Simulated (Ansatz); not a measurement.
# FH5O2Si2: small, medium and large basis sets

Aim: see how fast density functionals converge with the basis set for FH5O2Si2.

Computed with Ansatz 0.2.0, Gaussian basis. Level: one geometry, several basis sets.

The runs, in order: PBE0-D4/def2-SVP; ωB97M-V/def2-SVP; PBE0-D4/def2-QZVPP; ωB97M-V/def2-QZVPP; the functionals' def2-TZVPP values are taken from earlier runs.

## Step 1: Structure used throughout

An earlier PBE0-D4 in a triple-zeta def2 set relaxation fixed the geometry.

SMILES `O[SiH2]O[SiH2]F`, 10 atoms, charge 0, spin multiplicity 1.

Atoms are counted from 1 here; the program's logs count them from 0.

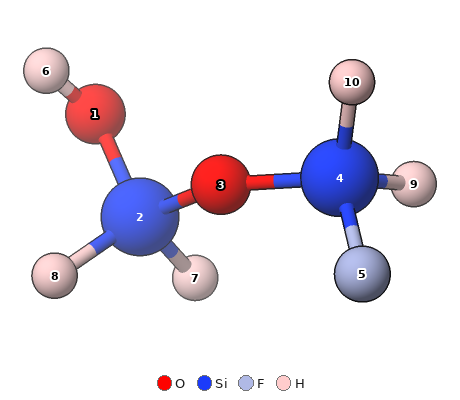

The structure; oxygen red, silicon blue, fluorine light blue, hydrogen pink; atoms are numbered from 1 in the order of the file.

## Step 2: PBE0-D4 in def2-SVP

in.yaml reads:

```yaml
crystal:
  periodic: [false, false, false]
  atoms:
    - {symbol: O, position_ang: [-2.158282, -0.578960, -0.845858]}
    - {symbol: Si, position_ang: [-1.043373, -0.764696, 0.335704]}
    - {symbol: O, position_ang: [0.119501, 0.382420, 0.240233]}
    - {symbol: Si, position_ang: [1.639972, 0.777505, -0.146549]}
    - {symbol: F, position_ang: [2.523003, 0.803687, 1.179067]}
    - {symbol: H, position_ang: [-2.774141, 0.152107, -0.783142]}
    - {symbol: H, position_ang: [-0.447175, -2.098841, 0.111730]}
    - {symbol: H, position_ang: [-1.661763, -0.627841, 1.675256]}
    - {symbol: H, position_ang: [2.231296, -0.236458, -1.047758]}
    - {symbol: H, position_ang: [1.654062, 2.139977, -0.715681]}
basis:
  gaussian: {orbitals: def2-SVP}
hamiltonian: {xc: pbe0, dispersion: d4}
output: {orbitals: {seedname: orbitals}}
```

After this run come: ωB97M-V in def2-SVP; PBE0-D4 in def2-QZVPP; ωB97M-V in def2-QZVPP.

Before running them: what should the planned runs give, taken together? Wanted: PBE0-D4: double and triple zeta above quadruple; ωB97M-V: double and triple zeta above quadruple.

The runs gave:

```
                                       quantity           value
PBE0-D4: double and triple zeta above quadruple  15.75, 0.98 eV
ωB97M-V: double and triple zeta above quadruple  15.86, 0.91 eV
```

What this shows: For PBE0-D4 the step from double to triple zeta gains 14.77 eV and the next only 0.98 eV. Total energies overstate the basis error of differences, where much of it tends to cancel. The LUMO of ωB97M-V is positive and keeps falling with the basis (2.91 to 1.33 eV): an unbound level that the basis holds in place.
